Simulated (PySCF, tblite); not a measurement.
# C₄H₇FO₂: geometry, infrared bands and NMR shifts

What infrared bands and NMR shifts should C₄H₇FO₂ (`CO[C@@H]1C[C@@H](F)O1`) show?

The runs use tblite 0.8.0 and PySCF 2.14.0, with density-fitted response routines of our own; the level of theory stands in each step. All values are computed, except where a source is named. Atoms count from 0, in the outputs and in this text.

## Step 1: Starting geometry

14 atoms, charge 0, multiplicity 1; geometry from: force field or distance geometry start.

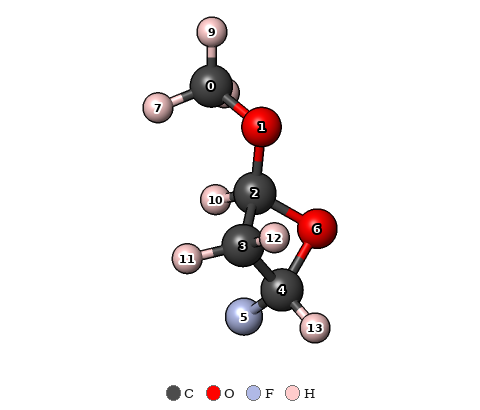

The starting geometry (carbon dark grey, oxygen red, fluorine light blue, hydrogen pink), atoms numbered; sticks join atoms by distance.

## Step 2: Geometry optimisation with GFN2-xTB

The job: settings as JSON, then the geometry in Å.

```
{"job": {"kind": "relax", "xc": "GFN2-xTB", "basis": "xTB"}, "charge": 0, "multiplicity": 1}
C      2.190500    -0.111800    -0.369100
O      0.982300    -0.818000    -0.604500
C     -0.030200     0.070900    -0.290800
C     -0.970300    -0.546700     0.728500
C     -1.930600     0.310600    -0.027400
F     -1.933100     1.655800     0.295200
O     -1.124000     0.081300    -1.166900
H      2.243000     0.228200     0.694500
H      2.107800     0.800800    -1.003600
H      3.067900    -0.717800    -0.589100
H      0.291900     1.076000     0.030900
H     -0.753000    -0.256900     1.781900
H     -1.216800    -1.606600     0.571000
H     -2.926000    -0.166500    -0.072500
```

Launch:

```
$ OMP_NUM_THREADS=1 python probes_run.py task.json out
```

One launch serves the whole session: the jobs run in the order shown.

**Question.** This job is followed by: GFN2-xTB harmonic vibrations, gas phase; GIAO PBE0/pcSseg-1 NMR shielding, non-relativistic, gas phase. Predict these results of the whole session: strongest single infrared mode (GFN2-xTB); zero-point energy (GFN2-xTB); ¹³C shifts against TMS (PBE0/pcSseg-1); ¹H shifts against TMS (PBE0/pcSseg-1, means over atoms taken as alike); ¹⁷O shifts against H2O (PBE0/pcSseg-1); ¹⁹F shifts against CFCl3 (PBE0/pcSseg-1).

**Answer**, as computed:

| quantity | value |
| --- | --- |
| strongest single infrared mode (GFN2-xTB) | 1087 cm⁻¹, 206 km/mol |
| zero-point energy (GFN2-xTB) | 67.9 kcal/mol |
| ¹³C shifts against TMS (PBE0/pcSseg-1) | 114.6, 105.9, 57.1, 41.9 ppm |
| ¹H shifts against TMS (PBE0/pcSseg-1, means over atoms taken as alike) | 6.27, 5.70, 3.61, 2.83, 2.67 ppm |
| ¹⁷O shifts against H2O (PBE0/pcSseg-1) | 159.5, 82.3 ppm |
| ¹⁹F shifts against CFCl3 (PBE0/pcSseg-1) | -129.2 ppm |

The optimisation took 96 steps and gained 1.195 eV; among the close pairs (by a distance rule), C2–O6 changed most, from 1.401 to 1.443 Å. No mode is imaginary among the 36: a minimum at this level. The strongest single mode, at 1087 cm⁻¹, is spread over many atoms; the largest shares are those of C4. GFN2-xTB is a fitted tight-binding method: band positions and strengths are rough. Its intensities can rank the bands wrongly. The most deshielded hydrogen is H13 (hydrogen on an sp3 CH bonded to F and O), at 6.27 ppm: its carbon carries F and O, hence the downfield position. At PBE0/pcSseg-1: Shielding is most anisotropic at F5 (span 122 ppm, paramagnetic term -170 ppm).
